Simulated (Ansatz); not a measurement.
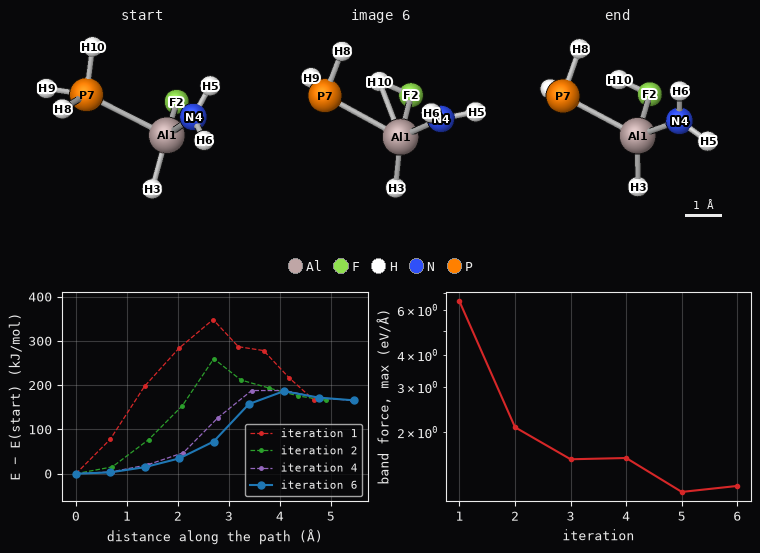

A nudged-elastic-band calculation for AlPNH6F. Images are numbered from 0 (start) to 8 (end). The plot follows the band through its iterations. Style: ball-and-stick. Shown from a free direction.

Theory: Ansatz, RKS BLYP-D4/6-31G*. Settings: 7 movable images; climbing image; force threshold 0.05 eV/Å; iteration limit 6; starting path through a guess of the saddle point.

**Did the band converge, and can the barrier be trusted?**

The result isn't final. The band hadn't converged when the run stopped after 6 iterations. The largest component of the band force went from 6.5 to 1.2 eV/Å. The barrier read from it is provisional: over the last two iterations the highest image moved from 188.1 kJ/mol to 186.6 kJ/mol. The iteration limit was low. The first iteration put the highest image at 348.6 kJ/mol. The energy climbs by 186.6 kJ/mol to image 6 and then falls by 20.7 kJ/mol, so the end point sits at +165.9 kJ/mol.

The run took 66 s on 1 thread of Intel(R) Xeon(R) 6975P-C (Granite Rapids), with other jobs on the host, peak memory 0.14 GiB.
